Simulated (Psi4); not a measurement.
**CsNa (NaCs) at QCISD/def2-SVPD (core potential)**

Aim: the energy change on altering one bond length of CsNa (NaCs) at QCISD/def2-SVPD (core potential), from 2 runs. 

The calculation is run with Psi4 1.11.

5 further runs of the same task are left out: 1 that didn't finish, 4 set aside as unsound or not needed.

## 1. The molecule

CsNa: 2 atoms, total charge 0, spin state singlet. SMILES: `[Na][Cs]`. The shape comes from GFN2-xTB, which is rough for such elements, and wasn't checked as a minimum.

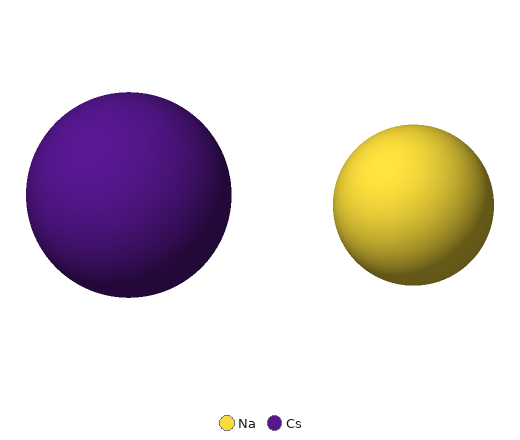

Viewed from a chosen angle; sodium yellow, caesium purple.

## 2. A single-point energy at QCISD/def2-SVPD (core potential)

input.json reads:

```json
{
 "schema_name": "qcschema_input",
 "schema_version": 1,
 "molecule": {
  "schema_name": "qcschema_molecule",
  "schema_version": 2,
  "symbols": ["Na", "Cs"],
  "geometry": [0.0, 0.0, 0.0, 0.0, 0.0, 6.39921737],
  "molecular_charge": 0,
  "molecular_multiplicity": 1,
  "fix_symmetry": "c1",
  "fix_com": true,
  "fix_orientation": true
 },
 "driver": "energy",
 "model": {
  "method": "qcisd",
  "basis": "def2-SVPD"
 },
 "keywords": {
  "scf_type": "pk",
  "num_frozen_docc": 1
 }
}
```

Command:

```sh
$ psi4 --qcschema input.json -n 1 --memory 1600MB
```

stdout:

```text
[...]
    !!!  WARNING: ECP capability is in beta. Please check occupations closely.  !!!
[...]
  Running in c1 symmetry.
[...]
  Nuclear repulsion =   15.470641841941369
[...]
  Multiplicity = 1
[...]
  Nalpha       = 10
  Nbeta        = 10
[...]
    Number of basis functions: 45
[...]
   @RHF iter   1:  -181.59205597532136   -4.74408e-01   2.88047e-03 ADIIS/DIIS
[...]
   @RHF iter  10:  -181.63647686793604   -1.98952e-12   1.87678e-09 DIIS
[...]
    Orbital Energies [Eh]
    ---------------------
    Doubly Occupied:
       1A    -40.447525     2A     -2.773733     3A     -1.496402
       4A     -1.494699     5A     -1.494699     6A     -1.321347
       7A     -0.685522     8A     -0.683684     9A     -0.683684
      10A     -0.139771
[...]
  @RHF Final Energy:  -181.63647686793604
   => Energetics <=
    Nuclear Repulsion Energy =             15.4706418419413687
    One-Electron Energy =                -291.7721063542628599
    Two-Electron Energy =                  94.6649876443854623
    Total Energy =                       -181.6364768679360395
[...]
 Multipole Moments:
 ------------------------------------------------------------------------------------
     Multipole            Electronic (a.u.)      Nuclear  (a.u.)        Total (a.u.)
 ------------------------------------------------------------------------------------
 L = 1.  Multiply by 2.5417464519 to convert [e a0] to [Debye]
 Dipole X            :          0.0000000            0.0000000            0.0000000
 Dipole Y            :          0.0000000            0.0000000            0.0000000
 Dipole Z            :        -55.5418616           57.5929563            2.0510947
 Magnitude           :                                                    2.0510947
[...]
      * MP2 total energy:                   -181.695250548260
[...]
      * MP3 total energy:                   -181.703289263734
[...]
      * QCISD total energy:                 -181.707309170098
[...]
```

The result, in JSON:

```text
{
 "driver": "energy",
 "model": {
  "method": "qcisd",
  "basis": "def2-SVPD"
 },
 "success": true,
 "return_result": -181.70730917009774,
 "properties": {
  "calcinfo_nbasis": 45,
  "calcinfo_nmo": 45,
  "calcinfo_nalpha": 10,
  "calcinfo_nbeta": 10,
  "calcinfo_natom": 2,
  "nuclear_repulsion_energy": 15.470641841941369,
  "return_energy": -181.70730917009774,
  "scf_one_electron_energy": -291.77210635426286,
  "scf_two_electron_energy": 94.66498764438546,
  "scf_dipole_moment": [4.001708883938716e-10, 3.1467139173835656e-16, 2.0510947128682773],
  "scf_total_energy": -181.63647686793604,
  "scf_iterations": 10,
  "mp2_same_spin_correlation_energy": -0.013938339059257286,
  "mp2_opposite_spin_correlation_energy": -0.044835341264767424,
  "mp2_singles_energy": 0.0,
  "mp2_doubles_energy": -0.05877368032402471,
  "mp2_correlation_energy": -0.05877368032402471,
  "mp2_total_energy": -181.69525054826008
 }
}
```

Run time: 3.6 s. Hardware: 1 thread of Intel Xeon 6975P-C (Granite Rapids), shared host; peak memory 0.22 GiB.

## 3. The distorted shape at the same level

calc.dat reads:

```
memory 1600 MB

molecule mol {
  0 1
  Na     0.000000     0.000000    -0.338680
  Cs     0.000000     0.000000     3.386320
  symmetry c1
  no_reorient
  no_com
}

set {
  basis           def2-SVPD
  scf_type        pk
  num_frozen_docc 1
}

energy("qcisd")
```

Command:

```sh
$ psi4 -n 1 calc.dat calc.out
```

calc.out:

```text
[...]
    !!!  WARNING: ECP capability is in beta. Please check occupations closely.  !!!
[...]
  Running in c1 symmetry.
[...]
  Nuclear repulsion =   14.064038619148993
[...]
  Multiplicity = 1
[...]
  Nalpha       = 10
  Nbeta        = 10
[...]
    Number of basis functions: 45
[...]
   @RHF iter   1:  -181.59232603718817   -4.88702e-01   2.92910e-03 ADIIS/DIIS
[...]
   @RHF iter  10:  -181.64275981629675   -3.58114e-12   2.70093e-09 DIIS
[...]
    Orbital Energies [Eh]
    ---------------------
    Doubly Occupied:
       1A    -40.443345     2A     -2.768521     3A     -1.490743
       4A     -1.489955     5A     -1.489955     6A     -1.319501
       7A     -0.682579     8A     -0.682579     9A     -0.681771
      10A     -0.136675
[...]
  @RHF Final Energy:  -181.64275981629675
   => Energetics <=
    Nuclear Repulsion Energy =             14.0640386191489934
    One-Electron Energy =                -289.0423456861070690
    Two-Electron Energy =                  93.3355472506612927
    Total Energy =                       -181.6427598162967456
[...]
 Multipole Moments:
 ------------------------------------------------------------------------------------
     Multipole            Electronic (a.u.)      Nuclear  (a.u.)        Total (a.u.)
 ------------------------------------------------------------------------------------
 L = 1.  Multiply by 2.5417464519 to convert [e a0] to [Debye]
 Dipole X            :         -0.0000000            0.0000000           -0.0000000
 Dipole Y            :         -0.0000000            0.0000000           -0.0000000
 Dipole Z            :        -48.3474535           50.5528195            2.2053660
 Magnitude           :                                                    2.2053660
[...]
      * MP2 total energy:                   -181.699777213067
[...]
      * MP3 total energy:                   -181.707806740462
[...]
      * QCISD total energy:                 -181.711932573589
[...]
```

Wall time 2.8 s (1 thread of Intel Xeon 6975P-C (Granite Rapids), shared host); peak memory 0.21 GiB.

## 4. What came out

At QCISD/def2-SVPD (core potential), 1 core orbital frozen:

| quantity | value |
| --- | --- |
| first shape: total energy | -181.70731 Eh |
| first shape: HOMO energy (Hartree–Fock orbitals) | -3.80 eV |
| first shape: LUMO energy (Hartree–Fock orbitals) | -0.04 eV |
| first shape: HOMO–LUMO gap (Hartree–Fock orbitals) | 3.76 eV |
| first shape: correlation energy (1 core orbital frozen) | -70.8 mEh |
| first shape: T1 diagnostic | 0.015 |
| distorted shape: total energy | -181.71193 Eh |
| distorted shape: HOMO energy (Hartree–Fock orbitals) | -3.72 eV |
| distorted shape: LUMO energy (Hartree–Fock orbitals) | -0.08 eV |
| distorted shape: HOMO–LUMO gap (Hartree–Fock orbitals) | 3.64 eV |
| distorted shape: correlation energy (1 core orbital frozen) | -69.2 mEh |
| distorted shape: T1 diagnostic | 0.015 |
| energy change with the Na1–Cs2 bond stretched from 3.386 to 3.725 Å | -0.126 eV |

What this shows: With the Na1–Cs2 bond stretched from 3.386 to 3.725 Å the energy falls by 0.13 eV (2.9 kcal/mol). The first shape isn't relaxed at this level, so the change isn't measured from a minimum.
